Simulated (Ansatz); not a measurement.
# Relaxing graphene zigzag nanoribbon, H-capped, B on C sites (72 atoms), part 2 of 3

Aim: bring graphene zigzag nanoribbon, H-capped, B on C sites (72 atoms) to a nearby minimum of the energy and see what moves.

Ansatz 0.2.0; Kohn-Sham DFT, PBEsol, PAW (set soft_2), plane waves.

The cell: 43 C, 5 B and 24 H. The main run has no spin polarisation. The Brillouin zone is sampled at Γ only, in a cell whose periodic width is 30 Å.

So far. Step 2 (Single point at the start): The r.m.s. force component of 1.8 eV/Å sets the starting point.

## (3) Relaxation

With the cell held, the atoms are moved downhill towards a nearby minimum.

input.yaml

```yaml
crystal:
  lattice:
    - [29.52, 0.0, 0.0]
    - [0.0, 15.02056, 0.0]
    - [0.0, 0.0, 10.0]
  atoms:
    [... the 72 atom lines of step 2 ...]
kpoints:
  mp_grid: { grid: [1, 1, 1] }
hamiltonian:
  xc: pbesol
scf:
  occupations: { method: gaussian, width: 0.05 }
output:
  forces: true
relax:
  f_tol: 0.05
  max_steps: 149
```

Command:

```bash
$ ansatz run input.yaml --threads 4 --pin off --max-ram 8192MiB --backend cpu --events-out ev --progress --plain --runs-dir out
```

Numbers of over 12 decimals in the logs are rounded to 6 here.

The program printed:

```text
[...]
Crystal: 72 atoms, lattice volume = 4434.069 Å³
Basis set: ecut = 420 eV, 86621 PW (Γ), exchange–correlation on 400×216×144 points (8 copies of the dense FFT grid, shifted against one another)
Bands: 178, of which v1, the nominal top of the filled ones, is band 106 counted from 1 (105 counted from 0)
Symmetry: 1 space group operations
[...]
k-points: 1
[...]
SCF iter   1: F=—  HF=-11730.951948 eV  |F-HF|=—  |Δ(HF+E_count)|=         —  Δρ=4.86e-3  dr2=3.26e0  ethr=1.77e-3  ⟨swp⟩=7.0  Hψ=918  notcnv=0  defer=50
[...]
SCF iter  17: F=-11730.421451 eV  HF=-11730.421452 eV  |F-HF|=4.42e-7  |Δ(HF+E_count)|=   2.28e-5  Δρ=2.22e-5  dr2=4.89e-5  ethr=2.96e-8  ⟨swp⟩=4.0  Hψ=478  notcnv=0
SCF 1 converged in 17 iterations: F = -11730.421451 eV  dr2 = 4.89e-5
[...]
relax step   1: F+E_penalty+E_count = -11730.42145107 eV  Δ(F+E_penalty+E_count) = +0.000e0 eV  max|allowed force component| = 7.151e0 eV/Å  Δτ_max = 0.0000 Å  (17 SCF iters, dr2 threshold 6.25e-5 eV, accepted)
[...]
relax step   2: F+E_penalty+E_count = -11735.17637165 eV  Δ(F+E_penalty+E_count) = -4.755e0 eV  max|allowed force component| = 2.876e0 eV/Å  Δτ_max = 0.1946 Å  (13 SCF iters, dr2 threshold 1.00e-4 eV, accepted)
[...]
relax step   3: F+E_penalty+E_count = -11736.46662212 eV  Δ(F+E_penalty+E_count) = -1.290e0 eV  max|allowed force component| = 4.416e-1 eV/Å  Δτ_max = 0.1988 Å  (12 SCF iters, dr2 threshold 1.00e-4 eV, accepted)
[...]
relax step   4: F+E_penalty+E_count = -11736.72708137 eV  Δ(F+E_penalty+E_count) = -2.605e-1 eV  max|allowed force component| = 3.758e-1 eV/Å  Δτ_max = 0.2000 Å  (12 SCF iters, dr2 threshold 1.22e-5 eV, accepted)
relax step   5: F+E_penalty+E_count = -11736.84291307 eV  Δ(F+E_penalty+E_count) = -1.158e-1 eV  max|allowed force component| = 2.741e-1 eV/Å  Δτ_max = 0.1948 Å  (14 SCF iters, dr2 threshold 8.83e-6 eV, accepted)
relax step   6: F+E_penalty+E_count = -11736.89755871 eV  Δ(F+E_penalty+E_count) = -5.465e-2 eV  max|allowed force component| = 8.851e-2 eV/Å  Δτ_max = 0.1697 Å  (12 SCF iters, dr2 threshold 4.00e-5 eV, accepted)
[...]
relax step   7: F+E_penalty+E_count = -11736.91999069 eV  Δ(F+E_penalty+E_count) = -2.243e-2 eV  max|allowed force component| = 7.571e-2 eV/Å  Δτ_max = 0.1198 Å  (19 SCF iters, accepted)
relax step   8: F+E_penalty+E_count = -11736.92289529 eV  Δ(F+E_penalty+E_count) = -2.905e-3 eV  max|allowed force component| = 8.056e-2 eV/Å  Δτ_max = 0.0298 Å  (16 SCF iters, accepted)
relax step   9: F+E_penalty+E_count = -11736.92393471 eV  Δ(F+E_penalty+E_count) = -1.039e-3 eV  max|allowed force component| = 1.792e-2 eV/Å  Δτ_max = 0.0113 Å  (7 SCF iters, dr2 threshold 4.75e-6 eV, accepted)
[...]
relax step  10: F+E_penalty+E_count = -11736.92393710 eV  Δ(F+E_penalty+E_count) = -2.382e-6 eV  max|allowed force component| = 1.811e-2 eV/Å  Δτ_max = 0.0000 Å  (6 SCF iters, accepted)
SCF converged after 6 iterations
Free energy (F): -11736.923937 eV
[...]
Internal energy: -11736.887037 eV  (E = F + TS)
E sigma→0 (E₀):  -11736.905487 eV
Entropy (-TS):   -0.036900 eV (-0.512 meV/atom)
Fermi energy:    -3.282311 eV
[...]
--- Forces (eV/Å), atoms counted from 1 ---
  atom   1  C      0.00082781    -0.00107260    -0.00128930
  atom   2  C     -0.00291950     0.00028107     0.00254545
  atom   3  C      0.00282368     0.00136522     0.00356646
  atom   4  C      0.00295078    -0.00251983    -0.00194839
  atom   5  C      0.00044449     0.00051291     0.00095256
  atom   6  C      0.00233773     0.00022770    -0.00490806
  atom   7  C     -0.00368377    -0.00024600    -0.00198857
  atom   8  B      0.00117396     0.00208935    -0.00071050
  atom   9  C     -0.00307805    -0.00011248    -0.00035478
  atom  10  C      0.00051215    -0.00340260    -0.00015480
  atom  11  C     -0.00179414     0.00021565     0.00016322
  atom  12  C      0.00044410    -0.00135833     0.00161332
  atom  13  C     -0.00041695     0.00279920     0.00045938
  atom  14  C      0.00058549    -0.00480529    -0.00235912
[...]
atom  71  H      0.00171774     0.00092219     0.00021031
  atom  72  H     -0.00107085    -0.00198203     0.00040642
  max |Σ_I F_I| component: 5.23e-5 eV/Å
--- Relaxed structure (10 steps of the walk, 10 accepted, 0 SCFs on fresh bases) ---
  F+E_penalty+E_count = -11736.92393710 eV   max|allowed force component| = 1.811e-2 eV/Å
  atoms:
    - { symbol: C, position: [1.000849, 0.473573, 0.499495] }
    - { symbol: C, position: [0.042846, 0.429559, 0.498962] }
    - { symbol: C, position: [0.037144, 0.623621, 0.499030] }
    - { symbol: C, position: [0.998145, 0.570812, 0.499547] }
[...]
- { symbol: H, position: [0.952696, 0.682711, 0.500089] }
```

Wall time 3.3 min (4 threads of Arm Neoverse V2, shared host); peak memory 3.1 GiB.

Step by step:

```csv
step,energy less that of the first step (eV),largest force component (eV/Å)
1,0.0000,7.1506
2,-4.7549,2.8757
3,-6.0452,0.4416
4,-6.3056,0.3758
5,-6.4215,0.2741
6,-6.4761,0.0885
7,-6.4985,0.0757
8,-6.5014,0.0806
9,-6.5025,0.0179
10,-6.5025,0.0181
```

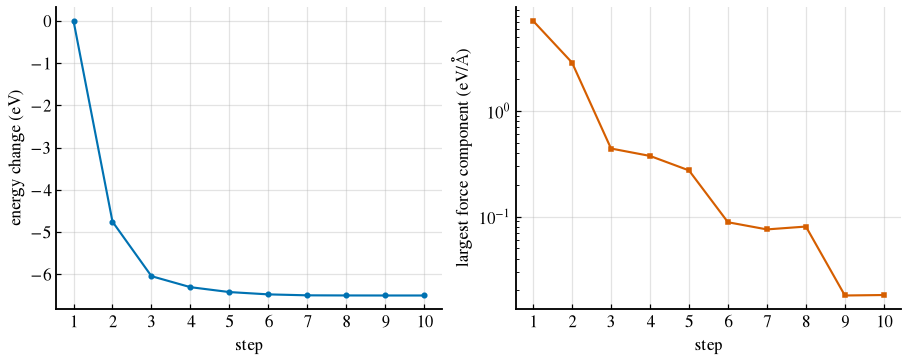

Energy and largest force along the relaxation.

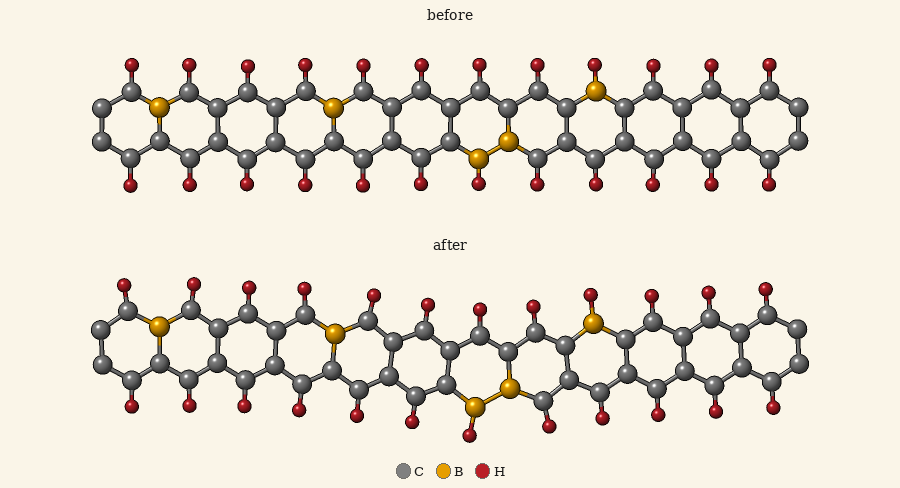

The structure before and after the relaxation, drawn at the same scale.

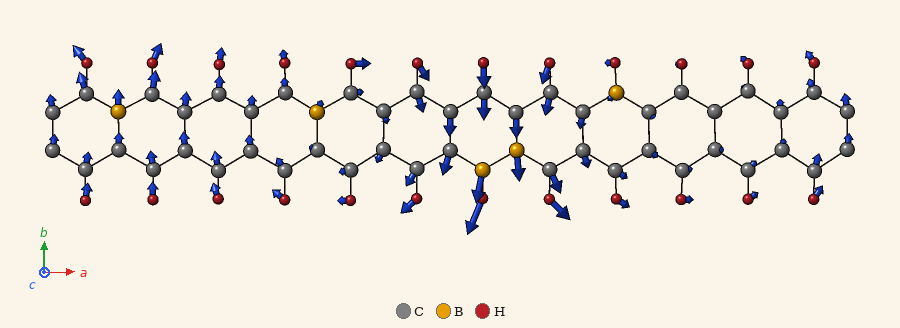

Displacements in the relaxation, exaggerated; the longest in the cell stands for 1.00 Å. Some periodic images of atoms are drawn too.

The atoms that moved most (Å):

```csv
atom,dx,dy,dz,length
H61,-0.385,-0.918,-0.014,0.996
B26,-0.149,-0.776,-0.004,0.790
H63,0.514,-0.506,-0.024,0.721
B29,0.063,-0.712,-0.029,0.716
C27,-0.010,-0.626,0.004,0.626
H62,0.022,-0.621,0.016,0.622
C30,0.241,-0.529,0.015,0.582
C25,-0.168,-0.552,-0.008,0.577
```

The relaxation changed the energy by -90.3 meV/atom, and atoms moved by 0.40 Å r.m.s., 1.00 Å at most.

## (4) Distances and neighbours after relaxation

Bonds before and after, by the cutoffs listed below:

```csv
pair,bonds before,bonds after,mean before (Å),mean after (Å),spread before (Å),spread after (Å)
C-C,48,48,1.426,1.406,0.025,0.026
C-H,22,22,1.088,1.098,0.035,0.002
C-B,11,11,1.404,1.518,0.025,0.023
H-B,2,2,1.078,1.212,0.030,0.002
B-B,1,1,1.458,1.674,0.000,0.000
```

Normalised to the volume that the atoms fill. Pair distribution functions g(r), in bins of 0.2 Å:

```csv
r (Å),total,C-C,C-H,C-B,H-H,H-B,B-B
1.00,1.21,0.00,3.04,0.00,0.00,0.00,0.00
1.20,0.35,0.00,0.61,0.00,0.00,2.23,0.00
1.40,2.04,5.33,0.00,1.72,0.00,0.00,0.00
1.60,0.26,0.00,0.00,2.81,0.00,0.00,5.75
1.80,0.00,0.00,0.00,0.00,0.00,0.00,0.00
2.00,0.00,0.00,0.00,0.00,0.00,0.00,0.00
2.20,0.71,0.00,1.66,0.00,0.41,0.00,0.00
2.40,1.25,2.41,0.10,0.77,1.98,1.55,0.00
2.60,0.71,0.33,1.01,1.72,0.21,0.49,0.00
2.80,0.32,0.59,0.07,0.71,0.00,0.45,0.00
3.00,0.15,0.15,0.09,0.53,0.16,0.00,0.00
3.20,0.01,0.00,0.00,0.00,0.00,0.16,0.00
3.40,0.23,0.00,0.56,0.00,0.06,0.00,0.00
3.60,0.15,0.18,0.12,0.00,0.00,0.79,0.00
3.80,0.33,0.68,0.07,0.71,0.00,0.00,0.00
4.00,0.25,0.03,0.57,0.12,0.00,0.10,0.00
4.20,0.21,0.38,0.08,0.21,0.00,0.59,0.00
4.40,0.08,0.10,0.04,0.20,0.03,0.09,0.81
4.60,0.13,0.00,0.29,0.04,0.13,0.00,0.00
4.80,0.31,0.24,0.40,0.04,0.33,0.44,0.00
5.00,0.21,0.14,0.25,0.27,0.22,0.41,0.00
5.20,0.12,0.10,0.10,0.18,0.23,0.06,0.00
5.40,0.03,0.02,0.03,0.10,0.02,0.06,0.00
5.60,0.08,0.10,0.01,0.00,0.36,0.00,0.00
5.80,0.05,0.05,0.01,0.06,0.19,0.00,0.00
6.00,0.03,0.08,0.01,0.00,0.02,0.00,0.00
6.20,0.13,0.10,0.20,0.20,0.00,0.04,0.43
6.40,0.12,0.14,0.13,0.04,0.00,0.25,0.00
```

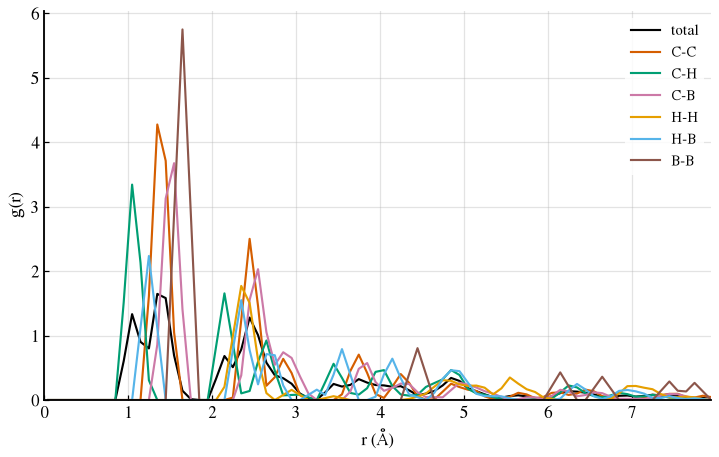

Pair distribution functions, lightly smoothed.

Bonds by pair of elements; cutoffs follow the first minimum of g(r), held within bounds set by covalent radii, and pairs that aren't listed don't count as bonded:

```csv
pair A-B,cutoff (Å),bonds,mean length (Å),spread (Å),shortest (Å),B about A,A about B
C-C,1.82,48,1.41,0.026,1.36,2.23,2.23
C-H,1.34,22,1.10,0.002,1.09,0.512,0.917
C-B,1.93,11,1.52,0.023,1.49,0.256,2.2
H-B,1.44,2,1.21,0.002,1.21,0.083,0.4
B-B,2.05,1,1.67,0,1.67,0.4,0.4
```

How many atoms have how many bonded neighbours:

```csv
element,mean,1,3
B,3,0,5
C,3,0,43
H,1,24,0
```

Bond angles (no mean is given where the spread exceeds 20°):

```csv
angle,count,mean (°),spread (°)
C-C-C,68,120,1.8
C-C-H,39,119,1.3
B-C-C,17,120,1.2
C-B-C,8,119,4.5
B-C-H,5,124,0.4
```

With the cutoffs above, all B atoms have 3, all C atoms have 3 and all H atoms have 1 bonded neighbour. The C-C-C angle averages 120° with a spread of 1.8°.

(Part 2 of 3 ends here.)

[Logs are printed without paths, hosts, clocks, repeated set-up lines and the standing remarks that a program may print on its own settings, such as how far it seeks lower states.]

[Hosts, paths, dates, database ids (printed as entryN), source tags and the programs' standing remarks are cut or masked in the printed files.]
